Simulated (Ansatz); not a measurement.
# RPA@PBE/STO-3G run of SnH2 (SMILES [H][Sn][H])

What is the energy change on altering one bond length of SnH2 at RPA@PBE/STO-3G? 

Program for the calculation: Ansatz 0.2.0.

32 further runs of the same task are left out: 2 that didn't finish, 30 set aside as unsound or not needed.

**1. Starting point**

SnH2 has 3 atoms, charge 0, and is taken as a singlet. As SMILES, `[H][Sn][H]`. Geometry: a GFN2-xTB relaxation, a rough one for these elements and not checked as a minimum.

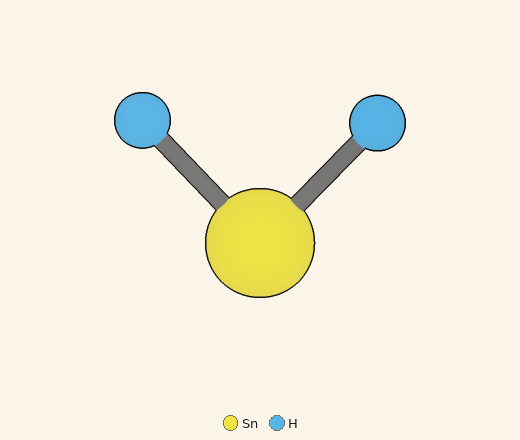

Viewed from a chosen angle; tin yellow, hydrogen blue.

**2. The energy at RPA@PBE/STO-3G**

in.yaml

```yaml
crystal:
  periodic: [false, false, false]
  atoms:
    - {symbol: Sn, position_ang: [0.005160, -0.008860, -0.870070]}
    - {symbol: H, position_ang: [1.236480, -0.017770, 0.442810]}
    - {symbol: H, position_ang: [-1.241640, 0.026630, 0.427260]}
basis:
  gaussian:
    orbitals: STO-3G
total_charge: 0
magnetization:
  spin_polarized: false
hamiltonian:
  xc: pbe
correlation:
  method: rpa
  frozen_orbitals: {H: 0, Sn: 18}
accuracy: high
```

On the command line:

```sh
$ ansatz run in.yaml --threads 1 --pin off --max-ram 2610MiB --events-out events.jsonl --progress --plain --runs-dir runs
```

The program printed:

```text
Warning: RAYON_NUM_THREADS=1 ignored (pool sized by the plan → 1); use --threads N
Functional definition: PBE
  name "PBE"
  parameter kappa = 0.804
  parameter beta = 0.06672455060314922
  exchange = pbe_x(kappa = kappa, mu = beta*pi^2/3)
  correlation = pbe_c(beta = beta)
494 factors; integrals over basis functions are off by at most 5.0e-9 eV
mean field evaluation 1: about -162337.5833 eV, gradient 9.2e0 eV
mean field evaluation 2: about -162337.5501 eV, gradient 9.1e0 eV
mean field evaluation 4: about -162337.9862 eV, gradient 4.2e-1 eV
mean field evaluation 8: about -162337.9885 eV, gradient 4.2e-4 eV
mean field -162337.98848167 eV, -5965.8110400608 hartree, gradient 6.1e-8 eV, S^2 0.000000; 0 other end points of the search recorded, 0 dependent functions left out
18 core orbitals not correlated: weight in the atoms' cores, before any rotation towards them, 1.000 or more for the frozen orbitals, at most 0.000 for the correlated occupied ones
reference -162298.58499890 eV, -5964.3629887776 hartree; 8, 8 occupied and 3, 3 virtual orbitals, 494 factors
Total energy: -162301.13554865 eV, -5964.4567197520 hartree
```

It took 1.7 s on 1 thread of Arm Neoverse V1, shared host; peak memory 0.095 GiB.

**3. The distorted shape at the same level**

job.yaml

```yaml
basis:
  gaussian:
    orbitals: STO-3G
crystal:
  periodic: [false, false, false]
  atoms:
    - {symbol: Sn, position_ang: [-0.302698, -0.006632, -1.198320]}
    - {symbol: H, position_ang: [1.236480, -0.017770, 0.442810]}
    - {symbol: H, position_ang: [-1.549498, 0.028858, 0.099010]}
hamiltonian:
  xc: pbe
correlation:
  method: rpa
  frozen_orbitals: {H: 0, Sn: 18}
accuracy: high
```

On the command line:

```sh
$ ansatz run job.yaml --threads 1 --pin off --max-ram 2610MiB --events-out events.jsonl --progress --plain --runs-dir runs
```

The program printed (excerpt; [...] marks lines left out):

```text
Warning: RAYON_NUM_THREADS=1 ignored (pool sized by the plan → 1); use --threads N
[... 6 set-up lines as earlier in the session ...]
494 factors; integrals over basis functions are off by at most 4.9e-9 eV
mean field evaluation 1: about -162335.6064 eV, gradient 1.3e1 eV
mean field evaluation 2: about -162335.5675 eV, gradient 1.3e1 eV
mean field evaluation 4: about -162336.7067 eV, gradient 1.5e0 eV
mean field evaluation 8: about -162336.7211 eV, gradient 2.7e-3 eV
mean field evaluation 16: about -162336.7211 eV, gradient 3.4e-8 eV
mean field -162336.72113326 eV, -5965.7644658655 hartree, gradient 3.4e-8 eV, S^2 0.000000; 0 other end points of the search recorded, 0 dependent functions left out
18 core orbitals not correlated: weight in the atoms' cores, before any rotation towards them, 1.000 or more for the frozen orbitals, at most 0.000 for the correlated occupied ones
reference -162296.80133854 eV, -5964.2974404681 hartree; 8, 8 occupied and 3, 3 virtual orbitals, 494 factors
Total energy: -162299.89272262 eV, -5964.4110467378 hartree
```

Run time: 1.8 s. Hardware: 1 thread of Arm Neoverse V1, shared host; peak memory 0.095 GiB.

**4. Summary of results**

At RPA@PBE/STO-3G, 18 core orbitals frozen:

```
                                                          quantity           value
                                         first shape: total energy  -5964.45672 Eh
                     first shape: RPA correlation energy (valence)       -93.7 mEh
                                     distorted shape: total energy  -5964.41105 Eh
                 distorted shape: RPA correlation energy (valence)      -113.6 mEh
energy change with the Sn1–H2 bond stretched from 1.800 to 2.250 Å        1.243 eV
```

What this shows: With the Sn1–H2 bond stretched from 1.800 to 2.250 Å the energy rises by 1.24 eV (120 kJ/mol). The first shape isn't relaxed at this level, so the change isn't measured from a minimum. The minimal basis adds a large error of its own. Relativity is left out (first shape) although the molecule holds a heavy atom. Relativity is left out (distorted shape) although the molecule holds a heavy atom.
